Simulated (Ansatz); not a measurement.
B$_{2}$H$_{4}$N (charge −1)

The calculation's input:

```
crystal:
  periodic: [false, false, false]
  atoms:
    - {symbol: B, position_ang: [-1.034922, 0.094325, -0.550657]}
    - {symbol: B, position_ang: [0.230295, -0.233477, 0.286241]}
    - {symbol: N, position_ang: [1.258476, -1.297181, 0.370646]}
    - {symbol: H, position_ang: [-2.202375, 0.274654, -0.750471]}
    - {symbol: H, position_ang: [1.285526, -1.934777, -0.410727]}
    - {symbol: H, position_ang: [0.415978, 0.736679, 1.023579]}
    - {symbol: H, position_ang: [2.197637, -0.981219, 0.562662]}
basis:
  gaussian: {orbitals: "def2-TZVPPD.json"}
total_charge: -1
hamiltonian: {xc: pbe0, dispersion: d4}
output: {orbitals: {seedname: orbitals}}
```

Launched as:

```sh
ansatz run in.yaml --threads 2 --pin off --events-out ev --progress --plain --max-ram 4352MiB
```

Geometry: PBE0-D4/def2-TZVPD; the highest occupied orbital lies above zero, a sign that basis and functional describe the outermost electron poorly.

Method: RKS PBE0-D4/def2-TZVPPD in Ansatz.

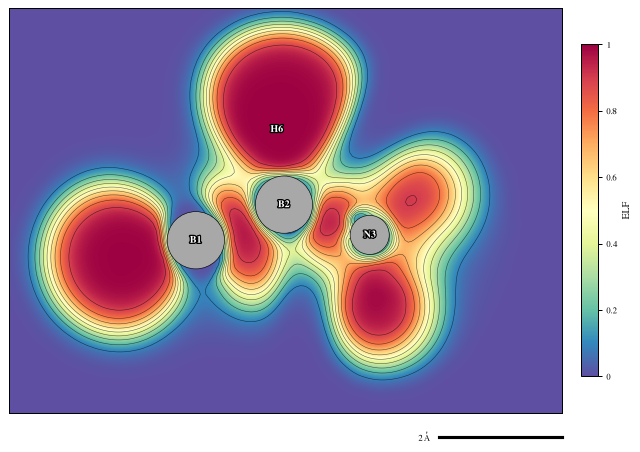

Figure 1. ELF on the plane of atoms N3, B2 and H6. Grey discs cover the atomic cores.

**Describe what can be read from this map.**

The plane passes through B, N and H nuclei.
B–N (1.48 Å): the ELF peaks at about 0.95 between the atoms; a shared but strongly polarised pair.
B–B (1.55 Å): the ELF peaks at about 0.95 between the atoms: localised, covalent bonding.

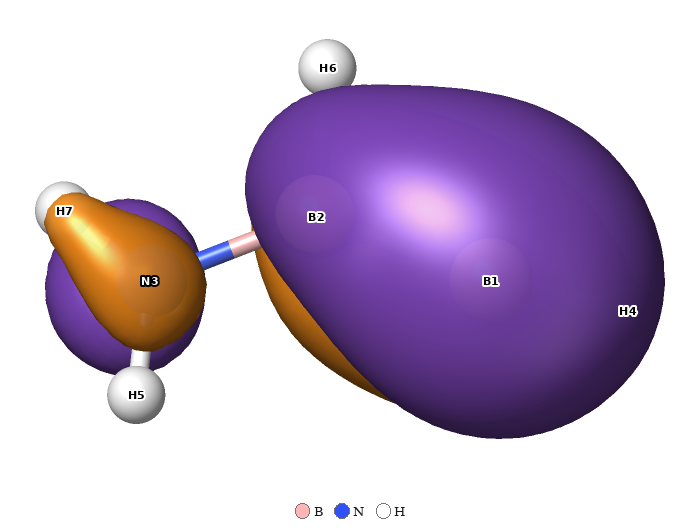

Figure 2. The HOMO at ±0.1 Å⁻³ᐟ² (orange and purple are the two phases), seen across its widest extent.

**Describe this orbital and give its energy.**

Its weight (Hirshfeld) is mainly on B1 (about 55 %), B2 (about 25 %) and N3 (about 5 %); π-bonding across B1–B2. Its energy is 1.34 eV.
